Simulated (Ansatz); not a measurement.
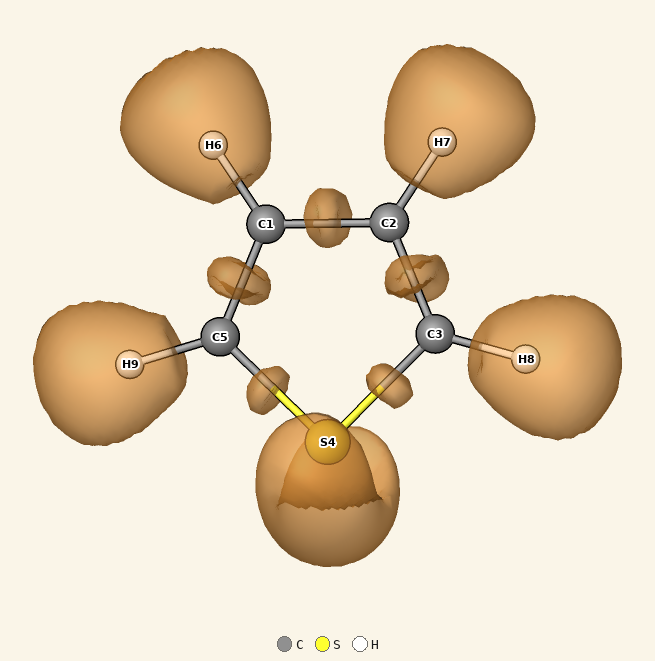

C4H4S. Isosurface of the electron localisation function at 0.85 (orange), seen at a tilt. Only the valence region is drawn (cores and ρ < 0.01 e/Å³ removed).

Theory: RKS PBE/6-31G* in Ansatz 0.2.0.

```csv
atom,x (Å),y (Å),z (Å)
C,0.1996,0.9816,0.0104
C,0.9883,-0.2077,0.1052
C,0.2298,-1.3557,0.0328
S,-1.4582,-0.9906,-0.1519
C,-1.1452,0.7177,-0.1322
H,0.6107,1.9935,0.0463
H,2.0747,-0.2143,0.2224
H,0.5598,-2.3934,0.0768
H,-1.9709,1.4227,-0.2268
```

Identify the bonds, lone pairs and shells in this picture.

The surface consists of three regions between bonded C–C atoms (shared pairs), two regions between bonded C–S atoms (shared pairs), four regions around hydrogen nuclei and one lobe on S, pointing away from the bonds (lone pairs, which may merge into one lobe). Along the contacts the grid gives the following. C–C (1.38 Å): the ELF peaks at about 0.95 between the atoms; a covalent bond. C–S (1.74 Å): the ELF peaks at about 0.90 between the atoms (localised, covalent bonding).
